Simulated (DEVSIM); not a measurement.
Structure: illuminated Si p-on-n cell, one wavelength, with a back-surface field, at 300 K.

| layer (left to right) | material | thickness (μm) | Nd (cm⁻³) | Na (cm⁻³) | τn (s) | τp (s) | absorption coefficient (cm⁻¹) |
|---|---|---|---|---|---|---|---|
| 1 | Si | 0.290 | - | 1.3e19 | 4.2e-8 | 4.6e-8 | 22000 |
| 2 | Si | 150 | 1.8e16 | - | 1.2e-7 | 1.2e-7 | 22000 |
| 3 | Si | 1.10 | 3.2e18 | - | 1.2e-7 | 1.2e-7 | 22000 |

Left contact: ohmic, minority electron recombination velocity 2e6 cm/s. Right contact: ohmic, minority hole recombination velocity 8e6 cm/s. Voltage is applied to the left contact. Recombination: SRH at mid-gap, radiative, Auger. Light enters at the left, 6.8e16 photons cm⁻² s⁻¹, one pass, no reflection. Mobility is μmin + (μ − μmin)/(1 + (N/Nref)^α).

Constants are typed, rounded textbook-type inputs, not results; the design itself was drawn at random and stands for no fabricated device. Values at 300 K.

```tsv
parameter	Si
gap (eV)	1.124
affinity (eV)	4.05
permittivity	11.7
Nc (cm⁻³)	2.86e19
Nv (cm⁻³)	3.1e19
μn (cm²/Vs)	1417
μp (cm²/Vs)	470
μn,min	52
μp,min	45
Nref,n	9.7e16
Nref,p	2.2e17
αn	0.68
αp	0.72
B (cm³/s)	4.7e-15
Cn (cm⁶/s)	2.8e-31
Cp (cm⁶/s)	9.9e-32
```

DEVSIM, 1D drift-diffusion, Boltzmann statistics, complete ionisation; no tunnelling, impact ionisation, image-force lowering or self-heating.

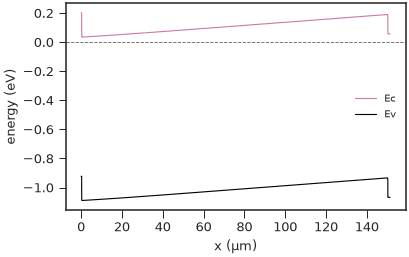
Band edges at 0.9 V on the left contact, in the dark

Energies count from the Fermi level of the right contact; mesh points crowd at the junctions.

```json
[
 {"x (μm)": "0.000", "Ec (eV)": "0.202", "Ev (eV)": "-0.922", "n (cm⁻³)": "2.6e12", "p (cm⁻³)": "1.3e19", "field (V/cm)": "≈ 0"},
 {"x (μm)": "0.04851", "Ec (eV)": "0.202", "Ev (eV)": "-0.922", "n (cm⁻³)": "1.2e13", "p (cm⁻³)": "1.3e19", "field (V/cm)": "≈ 0"},
 {"x (μm)": "0.1721", "Ec (eV)": "0.202", "Ev (eV)": "-0.922", "n (cm⁻³)": "3.8e13", "p (cm⁻³)": "1.3e19", "field (V/cm)": "≈ 0"},
 {"x (μm)": "0.2641", "Ec (eV)": "0.202", "Ev (eV)": "-0.922", "n (cm⁻³)": "5.6e13", "p (cm⁻³)": "1.3e19", "field (V/cm)": "≈ 0"},
 {"x (μm)": "0.3181", "Ec (eV)": "0.054", "Ev (eV)": "-1.070", "n (cm⁻³)": "1.8e16", "p (cm⁻³)": "4.4e16", "field (V/cm)": "-11000"},
 {"x (μm)": "0.4362", "Ec (eV)": "0.035", "Ev (eV)": "-1.089", "n (cm⁻³)": "3.8e16", "p (cm⁻³)": "2.0e16", "field (V/cm)": "≈ 0"},
 {"x (μm)": "0.8219", "Ec (eV)": "0.035", "Ev (eV)": "-1.089", "n (cm⁻³)": "3.8e16", "p (cm⁻³)": "2.0e16", "field (V/cm)": "≈ 0"},
 {"x (μm)": "2.887", "Ec (eV)": "0.037", "Ev (eV)": "-1.087", "n (cm⁻³)": "3.6e16", "p (cm⁻³)": "1.8e16", "field (V/cm)": "≈ 0"},
 {"x (μm)": "8.826", "Ec (eV)": "0.042", "Ev (eV)": "-1.082", "n (cm⁻³)": "3.0e16", "p (cm⁻³)": "1.2e16", "field (V/cm)": "≈ 0"},
 {"x (μm)": "28.22", "Ec (eV)": "0.061", "Ev (eV)": "-1.063", "n (cm⁻³)": "2.1e16", "p (cm⁻³)": "3.5e15", "field (V/cm)": "10"},
 {"x (μm)": "86.59", "Ec (eV)": "0.122", "Ev (eV)": "-1.002", "n (cm⁻³)": "1.8e16", "p (cm⁻³)": "6.1e13", "field (V/cm)": "11"},
 {"x (μm)": "136.8", "Ec (eV)": "0.176", "Ev (eV)": "-0.948", "n (cm⁻³)": "1.8e16", "p (cm⁻³)": "2.0e12", "field (V/cm)": "11"},
 {"x (μm)": "146.2", "Ec (eV)": "0.186", "Ev (eV)": "-0.938", "n (cm⁻³)": "1.8e16", "p (cm⁻³)": "1.6e12", "field (V/cm)": "11"},
 {"x (μm)": "149.1", "Ec (eV)": "0.189", "Ev (eV)": "-0.935", "n (cm⁻³)": "1.8e16", "p (cm⁻³)": "1.7e12", "field (V/cm)": "11"},
 {"x (μm)": "150.1", "Ec (eV)": "0.190", "Ev (eV)": "-0.934", "n (cm⁻³)": "1.8e16", "p (cm⁻³)": "1.7e12", "field (V/cm)": "≈ 0"},
 {"x (μm)": "150.2", "Ec (eV)": "0.181", "Ev (eV)": "-0.943", "n (cm⁻³)": "2.6e16", "p (cm⁻³)": "1.2e12", "field (V/cm)": "-3400"},
 {"x (μm)": "150.3", "Ec (eV)": "0.091", "Ev (eV)": "-1.033", "n (cm⁻³)": "8.4e17", "p (cm⁻³)": "3.8e10", "field (V/cm)": "-78000"},
 {"x (μm)": "150.3", "Ec (eV)": "0.057", "Ev (eV)": "-1.067", "n (cm⁻³)": "3.2e18", "p (cm⁻³)": "9.5e9", "field (V/cm)": "≈ 0"},
 {"x (μm)": "150.6", "Ec (eV)": "0.057", "Ev (eV)": "-1.067", "n (cm⁻³)": "3.2e18", "p (cm⁻³)": "7.2e9", "field (V/cm)": "≈ 0"},
 {"x (μm)": "151.1", "Ec (eV)": "0.057", "Ev (eV)": "-1.067", "n (cm⁻³)": "3.2e18", "p (cm⁻³)": "2.8e9", "field (V/cm)": "≈ 0"},
 {"x (μm)": "151.3", "Ec (eV)": "0.057", "Ev (eV)": "-1.067", "n (cm⁻³)": "3.2e18", "p (cm⁻³)": "7.6e8", "field (V/cm)": "≈ 0"},
 {"x (μm)": "151.4", "Ec (eV)": "0.057", "Ev (eV)": "-1.067", "n (cm⁻³)": "3.2e18", "p (cm⁻³)": "2.9e7", "field (V/cm)": "≈ 0"}
]
```
